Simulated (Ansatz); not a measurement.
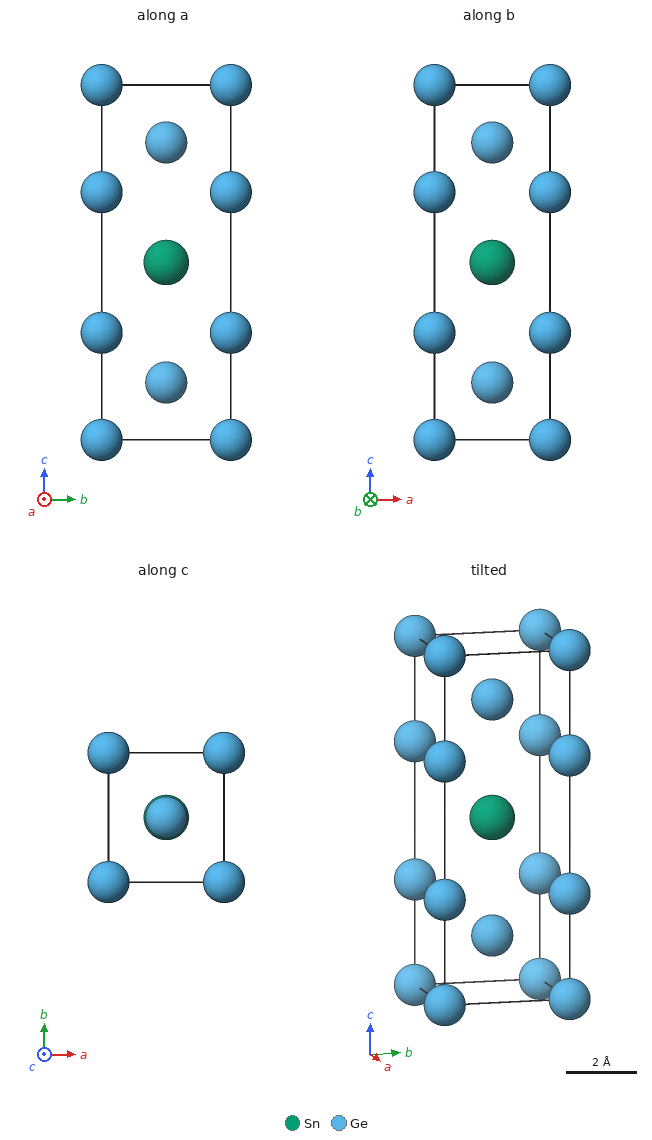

An orthographic spheres-only view of the structure, along the a axis, along the b axis, along the c axis and slightly off an axis. The wireframe shows the conventional unit cell.

Lattice parameters: a = 3.313 Å, b = 3.705 Å, c = 10.174 Å, α = 90.00°, β = 90.00°, γ = 90.00°. Put a along x and b in the xy plane.

> Turn the picture into a POSCAR file, with free fractional coordinates to two decimals.

```
Sn Ge
1.0
     3.313    0.000    0.000
     0.000    3.705    0.000
     0.000    0.000   10.174
Sn Ge
1 5
Direct
  0.50 0.50 0.50
  0.50 0.50 0.16
  0.00 0.00 0.30
  0.00 0.00 0.70
  0.50 0.50 0.84
  0.00 0.00 0.00
```

The cell started as a structure type filled with these elements by a generator (whether the compound takes this form wasn't checked). What is shown is the relaxed result from Ansatz, DFT PBE, scalar-relativistic, plane waves, PAW.
